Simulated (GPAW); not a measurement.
## CdS (Hawleyite): G0W0 on several meshes in GPAW

Wanted: mesh dependence and cost of G0W0 for CdS (Hawleyite).

Program: GPAW 26.7.0. Level of theory: LDA and many-body steps on it, plane waves. Results are calculated unless marked as measured.

**1. Set-up**

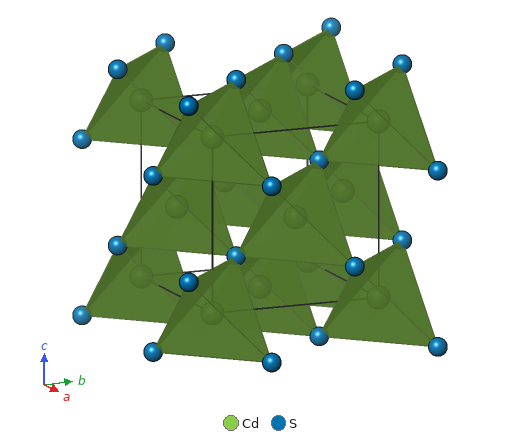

Start, viewed slightly off an axis; cadmium green, sulfur blue. This picture shows the conventional cell, with its axes. Some periodic images of atoms are drawn too.

As a file:

```
Cd S
1.0
     0.00000    2.91650    2.91650
     2.91650    0.00000    2.91650
     2.91650    2.91650    0.00000
Cd S
1 1
Direct
  0.00000 0.00000 0.00000
  0.25000 0.25000 0.25000
```

The cell and positions come from the Crystallography Open Database and are kept as given unless a step says otherwise.

**2. Empty states on the mesh, 6×6×6 mesh, 595 bands**

This step: GPAW 26.7.0; DFT, LDA, plane waves, PAW.

The sums over transitions need many empty states on a uniform mesh; this step solves for them.

run.py reads:

```python
import json
import numpy as np
from gpaw.mpi import world
from gpaw import GPAW

calc = GPAW('gs.gpw').fixed_density(kpts={'size': (6, 6, 6), 'gamma': True},
    parallel={'domain': 1, 'band': 1},
    txt='nscf.txt')
calc.diagonalize_full_hamiltonian(nbands=595)
calc.write('full.gpw', mode='all')
res = {}
kpts = calc.get_ibz_k_points()
res['kpts'] = kpts
res['eigenvalues'] = [calc.get_eigenvalues(kpt=k) for k in range(len(kpts))]
res['n_electrons'] = calc.get_number_of_electrons()

if world.rank == 0:
    with open('result.json', 'w') as f:
        json.dump(res, f, default=lambda x: x.tolist())
```

Command:

```
$ mpirun -n 4 gpaw python run.py
```

Numbers of over 12 decimals in the logs are rounded to 6 here.

What it wrote:

```text
Diagonalizing LCAO Hamiltonian
Converting LCAO to pw mode
convergence criteria:
- Maximum integral of absolute [eigenst]ate change: 4e-08 eV^2 / valence electron
maximum number of iterations: 100

SCF iterations
|iter     |     time |      energy | eigst |  dens |
|iter:   1|  |             | +0.99 |       |
|iter:   2|  |             | -0.64 |       |
|iter:   3|  |             | -1.81 |       |
[...]
|iter:   7|  |             | -5.61 |       |
|iter:   8|  |             | -6.43 |       |
|iter:   9|  |             | -7.43c|       |
SCF steps: 9
  __  _  _
 | _ |_)|_||  |
 |__||  | ||/\| - 26.7.0

Input parameters:
  mode=PW(ecut=450.000000),
  convergence={'density': 1e-06, 'bands': -3},
  gpts=array([21, 21, 21]),
  kpts=MonkhorstPack(size=(6, 6, 6), gamma=True),
  maxiter=100,
  nbands=16,
  occupations=Occupations(name='fermi-dirac', width=0.001, fixmagmom=False),
  parallel={'domain': 1, 'band': 1},
  xc=XC(name='LDA')
Matrix size: 1073x1073
# Writing to full.gpw (mode='all')
  [... matrices ...]

timing:  # [seconds]
  Total: 6.944  # ━━━━━━━━━━━━━━━━━━━━━━━━━━━━━━━━━━━━━━━━━━━━━━━━━━━━━━━━━━━
```

It took 10 s on 4 MPI ranks of Arm Neoverse V2, shared host; peak memory 1.1 GiB.

This step gave:

```yaml
gap: 0.8469 eV
k_of_the_valence_top: 0, 0, 0
k_of_the_conduction_bottom: 0, 0, 0
least_direct_gap: 0.8469 eV
k_points_computed: 16
lowest_point_of_the_top_converged_band_above_the_valence_top: 289.6833 eV
```

On this mesh the gap is 0.847 eV.

**3. 6×6×6**

G0W0 replaces the xc potential by the self-energy, built once from these orbitals. Only a window of levels is corrected, while the sums run over the empty bands that the input names.

This step: G0W0 on LDA, plane waves, PAW.

run.py reads:

```python
import json
import numpy as np
from gpaw.mpi import world
from gpaw.response.g0w0 import G0W0

gw = G0W0('full.gpw',
    filename='gw',
    kpts=[0],
    bands=(7, 11),
    ecut=180,
    nbands=272,
    integrate_gamma='WS',
    ppa=True)
gw.calculate()
res = {mode: {k: v for k, v in r.items() if k != 'sigma_eskwn'}
       for mode, r in gw.all_results.items()}

if world.rank == 0:
    with open('result.json', 'w') as f:
        json.dump(res, f, default=lambda x: x.tolist())
```

Command:

```
$ mpirun -n 4 gpaw python run.py
```

What it wrote:

```text
Using integrator: PointIntegrator
FrequencyGridDescriptor(from 0.000+0.000j to 0.000+27.211j eV, 2 points)
Nonperiodic BCs:  [False False False]
Using integrator: PointIntegrator
FrequencyGridDescriptor(from 0.000+0.000j to 0.000+27.211j eV, 2 points)
Nonperiodic BCs:  [False False False]
  ___  _ _ _
 |   || | | |
 | | || | | |
 |__ ||_____|
 |___|

BZ k-points: Symmetries present (total): 24

  [... matrices ...]
216 k-points: 6 x 6 x 6 Monkhorst-Pack grid + [1/12,1/12,1/12]
16 k-points in the irreducible part of the Brillouin zone
       k-points in crystal coordinates                weights
   0:     0.00000000    0.00000000    0.00000000          1/216
   1:     0.16666667    0.16666667    0.00000000          6/216
   2:     0.16666667    0.16666667    0.16666667          8/216
   3:     0.33333333    0.16666667    0.16666667         12/216
   4:     0.33333333    0.33333333   -0.33333333         12/216
   5:     0.33333333    0.33333333    0.00000000          6/216
   6:     0.33333333    0.33333333    0.16666667         24/216
   7:     0.33333333    0.33333333    0.33333333          8/216
   8:     0.50000000    0.33333333   -0.33333333         24/216
   9:     0.50000000    0.33333333   -0.16666667         12/216
          ...
  15:     0.50000000    0.50000000    0.50000000          4/216

Distributing spins, k-points and bands (1 x 1 x 4) over 4 processes
Number of blocks: 1

Quasi particle states:
k-points (IBZ indices): [0]
Band range: (7, 11)
  [... matrices ...]
Computational parameters:
Plane wave cut-off: 180 eV
Number of bands: 272
Coulomb cutoff: None
Broadening: 0.1 eV

fxc modes: GW
Kernel: RPA
Using Godby-Needs plasmon-pole approximation:
  Fitting energy: i*E0, E0 = 1.000 Hartree
Summing all q:

Calculating screened Coulomb potential
No Coulomb truncation
FrequencyGridDescriptor(from 0.000+0.000j to 0.000+27.211j eV, 2 points)
Removing empty qpoint cache files...

Calculating chi0 body with:
    Ground state adapter containing:
    Number of spins: 1
    Number of kpoints: 216
    Number of irreducible kpoints: 16
    Number of completely occupied states: 9
    Number of partially occupied states: 9
    Occupied states memory: 1.271805 M / cpu

    Linear response parametrization:
    q_c: [1.3877787807814457e-17, 1.3877787807814457e-17, 1.3877787807814457e-17]
    Number of frequency points: 2
    Planewave cutoff: 180.0
    Number of bands: 272
    Number of planewaves: 283
    Broadening (eta): 1e-06
    comm.size: 4
    kncomm.size: 4
    blockcomm.size: 1

    Memory estimate of potentially large arrays:
        chi0_wGG: 2.444122 M / cpu
Integrating chi0 body.

Symmetries of q_c:
    Direct symmetries (Uq -> q): 24
    Indirect symmetries (TUq -> q): 24
In total 48 allowed symmetries.

  [... matrices ...]
16 groups of equivalent kpoints. 92.592593% reduction.

Integral kind: response function
Integrating chi0 head and wings.

Symmetries of q_c:
    Direct symmetries (Uq -> q): 24
    Indirect symmetries (TUq -> q): 24
In total 48 allowed symmetries.

  [... matrices ...]
16 groups of equivalent kpoints. 92.592593% reduction.

Integral kind: response function wings

Calculating chi0 body with:
    Ground state adapter containing:
    Number of spins: 1
    Number of kpoints: 216
    Number of irreducible kpoints: 16
    Number of completely occupied states: 9
    Number of partially occupied states: 9
[... the further q-points ...]

Results:
f:      Occupation numbers
eps:     KS-eigenvalues [eV]
vxc:     KS vxc [eV]
exx:     Exact exchange [eV]
sigma:   Self-energies [eV]
dsigma:  Self-energy derivatives
Z:       Renormalization factors
qp:      QP-energies [eV]

k-point 0 (0): (0.000, 0.000, 0.000)                GW
band       f     eps     vxc     exx   sigma  dsigma       Z      qp
                                                                   GW
   7   1.000   3.327 -18.419 -20.938   1.720  -0.278   0.782   2.703
   8   1.000   3.327 -18.419 -20.938   1.720  -0.278   0.782   2.703
   9   0.000   4.174 -13.005  -8.980  -3.476  -0.232   0.812   4.620
  10   0.000   9.628 -11.822  -6.582  -4.397  -0.237   0.808  10.310
```

Wall time 4.8 min (4 MPI ranks); peak memory 1.3 GiB; 19 min of CPU time.

This step gave:

| Property | Result |
| --- | --- |
| G0W0 gap on the points computed | 1.917 eV |
| least direct G0W0 gap on the computed points | 1.917 eV |
| Z at the valence top | 0.7822 |
| Z at the conduction bottom | 0.8118 |
| starting gap on the mesh | 0.8469 eV |
| k of the valence top | 0, 0, 0 |
| k of the conduction bottom | 0, 0, 0 |

The gap on the mesh goes from 0.85 eV to 1.92 eV, a correction of +1.07 eV.

**4. Empty states on the mesh, 4×4×4 mesh, 282 bands**

This step: DFT, LDA, plane waves, PAW.

run.py reads:

```python
import json
import numpy as np
from gpaw.mpi import world
from gpaw import GPAW

calc = GPAW('gs.gpw').fixed_density(kpts={'size': (4, 4, 4), 'gamma': True},
    parallel={'domain': 1, 'band': 1},
    txt='nscf.txt')
calc.diagonalize_full_hamiltonian(nbands=282)
calc.write('full.gpw', mode='all')
res = {}
kpts = calc.get_ibz_k_points()
res['kpts'] = kpts
res['eigenvalues'] = [calc.get_eigenvalues(kpt=k) for k in range(len(kpts))]
res['n_electrons'] = calc.get_number_of_electrons()

if world.rank == 0:
    with open('result.json', 'w') as f:
        json.dump(res, f, default=lambda x: x.tolist())
```

Command:

```
$ mpirun -n 4 gpaw python run.py
```

What it wrote:

```text
Diagonalizing LCAO Hamiltonian
Converting LCAO to pw mode
convergence criteria:
- Maximum integral of absolute [eigenst]ate change: 4e-08 eV^2 / valence electron
maximum number of iterations: 100

SCF iterations
|iter     |     time |      energy | eigst |  dens |
|iter:   1|  |             | +1.02 |       |
|iter:   2|  |             | -0.65 |       |
|iter:   3|  |             | -1.95 |       |
[...]
|iter:   7|  |             | -6.35 |       |
|iter:   8|  |             | -7.29 |       |
|iter:   9|  |             | -7.92c|       |
SCF steps: 9
  __  _  _
 | _ |_)|_||  |
 |__||  | ||/\| - 26.7.0

Input parameters:
  mode=PW(ecut=450.000000),
  convergence={'density': 1e-06, 'bands': -3},
  gpts=array([21, 21, 21]),
  kpts=MonkhorstPack(size=(4, 4, 4), gamma=True),
  maxiter=100,
  nbands=16,
  occupations=Occupations(name='fermi-dirac', width=0.001, fixmagmom=False),
  parallel={'domain': 1, 'band': 1},
  xc=XC(name='LDA')
Matrix size: 1067x1067
# Writing to full.gpw (mode='all')
  [... matrices ...]

timing:  # [seconds]
  Total: 2.917  # ━━━━━━━━━━━━━━━━━━━━━━━━━━━━━━━━━━━━━━━━━━━━━━━━━━━━━━━━━━━
```

Wall time 5.5 s (4 MPI ranks); peak memory 0.9 GiB.

Numbers from this step:

| Item | Value |
| --- | --- |
| gap | 0.8469 eV |
| k of the valence top | 0, 0, 0 |
| k of the conduction bottom | 0, 0, 0 |
| least direct gap | 0.8469 eV |
| k points computed | 8 |
| lowest point of the top converged band, above the valence top | 168.6940 eV |

On this mesh the gap is 0.847 eV.

**5. 4×4×4**

This step: G0W0 on LDA, plane waves, PAW.

run.py reads:

```python
import json
import numpy as np
from gpaw.mpi import world
from gpaw.response.g0w0 import G0W0

gw = G0W0('full.gpw',
    filename='gw',
    kpts=[0],
    bands=(7, 11),
    ecut=180,
    nbands=272,
    integrate_gamma='WS',
    ppa=True)
gw.calculate()
res = {mode: {k: v for k, v in r.items() if k != 'sigma_eskwn'}
       for mode, r in gw.all_results.items()}

if world.rank == 0:
    with open('result.json', 'w') as f:
        json.dump(res, f, default=lambda x: x.tolist())
```

Command:

```
$ mpirun -n 4 gpaw python run.py
```

What it wrote:

```text
Using integrator: PointIntegrator
FrequencyGridDescriptor(from 0.000+0.000j to 0.000+27.211j eV, 2 points)
Nonperiodic BCs:  [False False False]
Using integrator: PointIntegrator
FrequencyGridDescriptor(from 0.000+0.000j to 0.000+27.211j eV, 2 points)
Nonperiodic BCs:  [False False False]
  ___  _ _ _
 |   || | | |
 | | || | | |
 |__ ||_____|
 |___|

BZ k-points: Symmetries present (total): 24

  [... matrices ...]
64 k-points: 4 x 4 x 4 Monkhorst-Pack grid + [1/8,1/8,1/8]
8 k-points in the irreducible part of the Brillouin zone
       k-points in crystal coordinates                weights
   0:     0.00000000    0.00000000    0.00000000          1/64
   1:     0.25000000    0.25000000    0.00000000          6/64
   2:     0.25000000    0.25000000    0.25000000          8/64
[...]
6:     0.50000000    0.50000000    0.25000000         24/64
   7:     0.50000000    0.50000000    0.50000000          4/64

Distributing spins, k-points and bands (1 x 1 x 4) over 4 processes
Number of blocks: 1

Quasi particle states:
k-points (IBZ indices): [0]
Band range: (7, 11)
  [... matrices ...]
Computational parameters:
Plane wave cut-off: 180 eV
Number of bands: 272
Coulomb cutoff: None
Broadening: 0.1 eV

fxc modes: GW
Kernel: RPA
Using Godby-Needs plasmon-pole approximation:
  Fitting energy: i*E0, E0 = 1.000 Hartree
Summing all q:

Calculating screened Coulomb potential
No Coulomb truncation
FrequencyGridDescriptor(from 0.000+0.000j to 0.000+27.211j eV, 2 points)
Removing empty qpoint cache files...

Calculating chi0 body with:
    Ground state adapter containing:
    Number of spins: 1
    Number of kpoints: 64
    Number of irreducible kpoints: 8
    Number of completely occupied states: 9
    Number of partially occupied states: 9
    Occupied states memory: 1.271805 M / cpu

    Linear response parametrization:
    q_c: [0.0, 0.0, 0.0]
    Number of frequency points: 2
    Planewave cutoff: 180.0
    Number of bands: 272
    Number of planewaves: 283
    Broadening (eta): 1e-06
    comm.size: 4
    kncomm.size: 4
    blockcomm.size: 1

    Memory estimate of potentially large arrays:
        chi0_wGG: 2.444122 M / cpu
Integrating chi0 body.

Symmetries of q_c:
    Direct symmetries (Uq -> q): 24
    Indirect symmetries (TUq -> q): 24
In total 48 allowed symmetries.

  [... matrices ...]
8 groups of equivalent kpoints. 87.5% reduction.

Integral kind: response function
Integrating chi0 head and wings.

Symmetries of q_c:
    Direct symmetries (Uq -> q): 24
    Indirect symmetries (TUq -> q): 24
In total 48 allowed symmetries.

  [... matrices ...]
8 groups of equivalent kpoints. 87.5% reduction.

Integral kind: response function wings

Calculating chi0 body with:
    Ground state adapter containing:
    Number of spins: 1
    Number of kpoints: 64
    Number of irreducible kpoints: 8
    Number of completely occupied states: 9
    Number of partially occupied states: 9
    Occupied states memory: 1.271805 M / cpu

[... the further q-points ...]

Results:
f:      Occupation numbers
eps:     KS-eigenvalues [eV]
vxc:     KS vxc [eV]
exx:     Exact exchange [eV]
sigma:   Self-energies [eV]
dsigma:  Self-energy derivatives
Z:       Renormalization factors
qp:      QP-energies [eV]

k-point 0 (0): (0.000, 0.000, 0.000)                GW
band       f     eps     vxc     exx   sigma  dsigma       Z      qp
                                                                   GW
   7   1.000   3.327 -18.419 -21.071   1.885  -0.286   0.778   2.731
   8   1.000   3.327 -18.419 -21.071   1.885  -0.286   0.778   2.731
   9   0.000   4.174 -13.005  -8.719  -3.752  -0.240   0.807   4.605
  10   0.000   9.628 -11.822  -6.558  -4.476  -0.244   0.804  10.261
```

Wall time 63 s (4 MPI ranks); peak memory 1.2 GiB; 4.2 min of CPU time.

Numbers from this step:

```yaml
g0w0_gap_on_the_points_computed: 1.874 eV
least_direct_g0w0_gap_on_the_computed_points: 1.874 eV
z_at_the_valence_top: 0.7777
z_at_the_conduction_bottom: 0.8066
starting_gap_on_the_mesh: 0.8469 eV
k_of_the_valence_top: 0, 0, 0
k_of_the_conduction_bottom: 0, 0, 0
```

Against G0W0 in GPAW (6×6×6 mesh, 272 bands, screening to 180 eV, Godby-Needs plasmon pole), the gap moves by −0.043 eV.

**6. The runs together**

Times are wall times on 4 MPI ranks of Arm Neoverse V2, shared host, good to a factor of about two.

| run | mesh | bands | screening cutoff (eV) | DFT gap (eV) | gap on the mesh (eV) | direct (eV) | time |
| --- | --- | --- | --- | --- | --- | --- | --- |
| 6×6×6 | 6×6×6 | 272 | 180 | 0.847 | 1.917 | 1.917 | 4.8 min |
| 4×4×4 | 4×4×4 | 272 | 180 | 0.847 | 1.874 | 1.874 | 63 s |

**7. Results**

```yaml
6x6x6: 1.917 eV
4x4x4: 1.874 eV
known_limits: not at the basis limit; no spin-orbit coupling; coarse k mesh
```

In words: 4×4×4: −0.043 eV against 6×6×6. Bands and cutoff are finite, so the gap is not at the basis limit. The miss can reach some tenths of an eV and take either sign; the mesh is an error of its own. These stock PAW sets were not made for GW. In the G0W0 runs levels were corrected at 1 k point alone, so a gap called «on the mesh» is the least over those, and an edge elsewhere would be missed. The many-body steps are scalar-relativistic: spin-orbit coupling is not in them.

[Paths, hosts, dates, memory and timing lines, banners, echoed tables and standing remarks are left out of the program output.]

[Logs are printed without paths, hosts, clocks, repeated set-up lines and the standing remarks that a program may print on its own settings, such as how far it seeks lower states.]

[Runs of the session that timed out or met a known fault of the program may be left out.]

[Hosts, paths, dates, database ids (printed as entryN), source tags and the programs' standing remarks are cut or masked in the printed files.]
